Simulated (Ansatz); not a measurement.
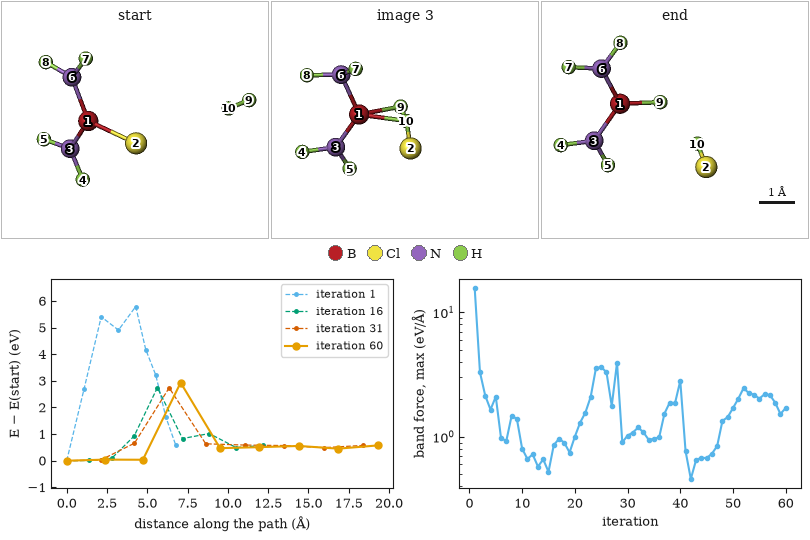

A search for the minimum-energy path of BN₂H₆Cl, made up at the start of BN2H4Cl and H$_{2}$ by the nudged elastic band. Images are numbered from 0 (start) to 8 (end). The plot follows the band through its iterations. Style: ball-and-stick. Shown at a tilt.

Theory: Ansatz, RHF/def2-SVP. Set-up: 7 movable images; climbing image; force threshold 0.05 eV/Å; iteration limit 60; starting path through a guess of the saddle point.

> Did the band converge, and can the barrier be trusted?

The result isn't final. The band hadn't converged when the run stopped after 60 iterations. The largest component of the band force went from 16 to 1.7 eV/Å. The barrier read from it is provisional: over the last two iterations the highest image moved from 2.57 eV to 2.93 eV. The first iteration put the highest image at 5.79 eV. Relative to the start the highest point is image 3 at +2.93 eV and the end lies at +0.57 eV, but the profile dips to +0.45 eV at image 7 on the way, so there may be more than one step; on an unconverged band the side maxima are provisional.

Limits of the set-up: the start holds two separate molecules, 3.3 Å apart at their closest, whose relative position is a soft coordinate and is computed without a dispersion correction; Hartree-Fock leaves out electron correlation.

Cost: 11 min on 1 thread of Arm Neoverse V1 (shared host), peak memory 0.18 GiB.
